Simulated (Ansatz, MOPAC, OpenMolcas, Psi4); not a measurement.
A ladder of methods for BClF2 (chlorodifluoroborane)

BClF2 has 4 atoms, charge 0, and is taken as a singlet. SMILES: `FB(F)Cl`. Geometry: relaxed at PBE0-D4/def2-TZVP.

Each level gives the atomisation enthalpy at 298 K (kJ/mol). The values are calculated. The thermal term (zero-point and 298 K enthalpy, harmonic and unscaled) is that of PBE0-D4/def2-TZVP; the spin-orbit lowering of the free atoms at 298 K, 6.0 kJ/mol by their spectra, is taken off. NDDO methods give heats of formation directly, which measured atomic heats turn into atomisation enthalpies; they were fitted to such heats, often of this very molecule.

**The experiment to reproduce.** NIST-JANAF tables; in doubt, as an older value, an estimate or one at odds with other calculations gives the atomisation enthalpy at 298 K of the gas as 1736 kJ/mol.

```csv
level,kind,program,value (kJ/mol),computed − measured,CPU time
PM7,semi-empirical,MOPAC,1742,+6,under 2 s
SVWN5/aug-cc-pVDZ,LDA,OpenMolcas,1988,+252,27 s
PBE/aug-cc-pVDZ,GGA,Psi4,1738,+2,32 s
revPBE/aug-cc-pVDZ,GGA,Ansatz,1657,-79,10 s
r2SCAN/aug-cc-pVDZ,meta-GGA,Ansatz,1709,-27,19 s
M06-2X/aug-cc-pVDZ,hybrid meta-GGA,Psi4,1703,-33,44 s
HSE06/aug-cc-pVDZ,range-separated hybrid,Ansatz,1687,-49,9.1 s
PBE-QIDH/aug-cc-pVDZ,double hybrid,Ansatz,1669,-67,12 s
RPA@PBE/aug-cc-pVDZ,RPA,Ansatz,1435,-301,15 s
CCSD(T)/aug-cc-pVDZ,coupled cluster or CI,Psi4,1588,-148,41 s
```

Nearest: PBE/aug-cc-pVDZ (+2 kJ/mol); farthest: RPA@PBE/aug-cc-pVDZ (-301 kJ/mol). Computed less measured by kind, in kJ/mol (of the ab initio rows, those in aug-cc-pVDZ): semi-empirical +6; LDA +252; GGA -79 to +2; meta-GGA -27; global hybrid -33; range-separated hybrid -49; double hybrid -67; RPA -301; coupled cluster or CI -148. In a finite basis correlated wave-function methods underbind, so their errors here aren't those of the basis-set limit. The measured heats of formation of B, Si, Al and metal atoms are uncertain by some kJ/mol each. In so small a basis fixed costs decide the times, and correlated methods can beat functionals. Times are those of the runs behind each value, whatever else they computed, on shared processors of several kinds: orders of magnitude only.

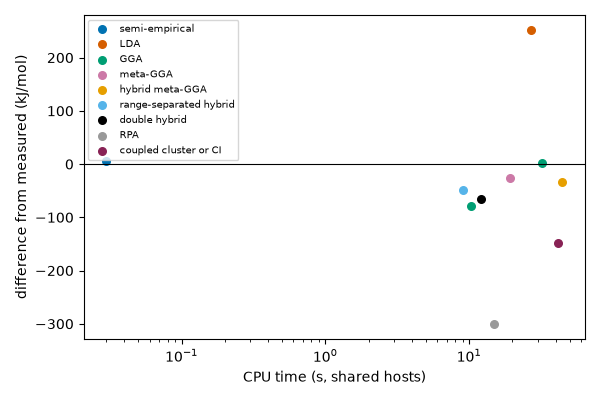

Difference from the measured value against processor time, one point a level.
